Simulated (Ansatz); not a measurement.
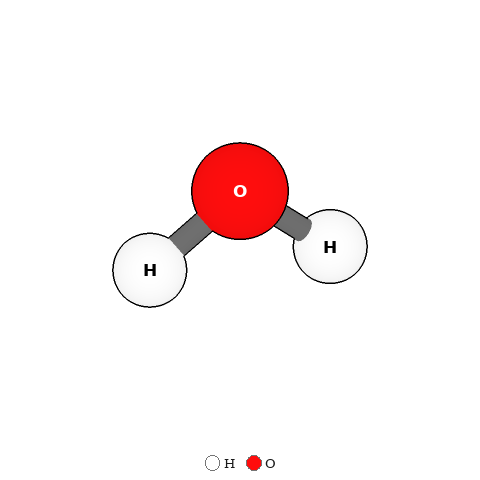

Ball-and-stick drawing of a structure.

> Which formula does it have?

H2O, 3 atoms: 2 hydrogen and 1 oxygen.

> What is the point group of this geometry?

C2v.

> How many bonds of each kind are drawn?

2 O–H. Sticks follow a distance rule.

More results for the same structure follow; atom numbers are the same in all pictures, views and colours differ. The geometry was computed by an optimisation with PBE0-D4/def2-TZVP.

**Dipole moment**

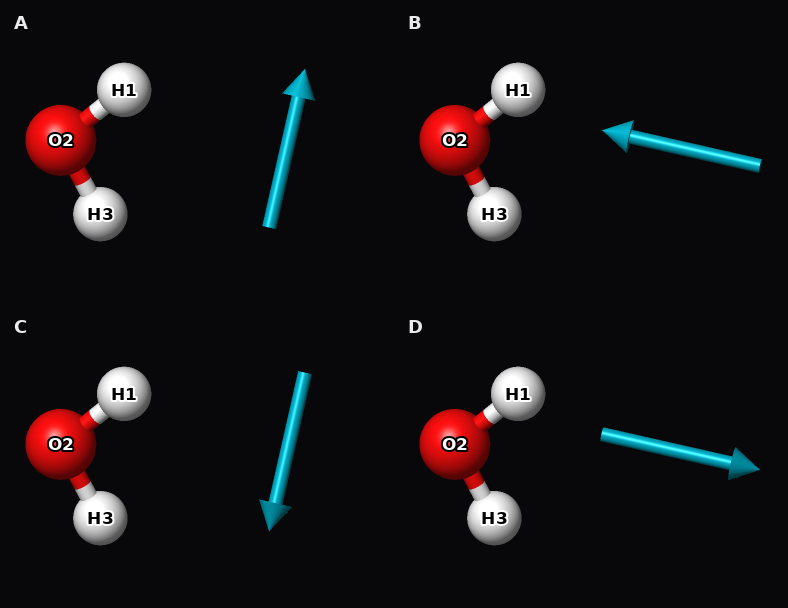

The same molecule four times, each with an arrow. Method: RKS PBE0-D4/def2-TZVP (Ansatz 0.2.0).

> Which arrow points along the dipole moment, from the negative to the positive end?

D. The dipole moment is 2.07 D; it points from the side of O2 to the side of H1, H3 (the outermost atoms at the two ends).

**Vibrations**

Harmonic vibrations computed with RKS PBE0-D4/def2-TZVP (Ansatz 0.2.0) at a stationary point of the same level.

> How many vibrational modes are there, and where do they lie?

3 modes: 1623, 3852, 3959 cm⁻¹.

**Electronic properties**

Properties computed with RKS PBE0-D4/def2-TZVPP (Ansatz 0.2.0).

> What is the HOMO energy (Kohn–Sham orbital)?

−8.90 eV.

> What is the LUMO energy (Kohn–Sham orbital)?

0.85 eV.
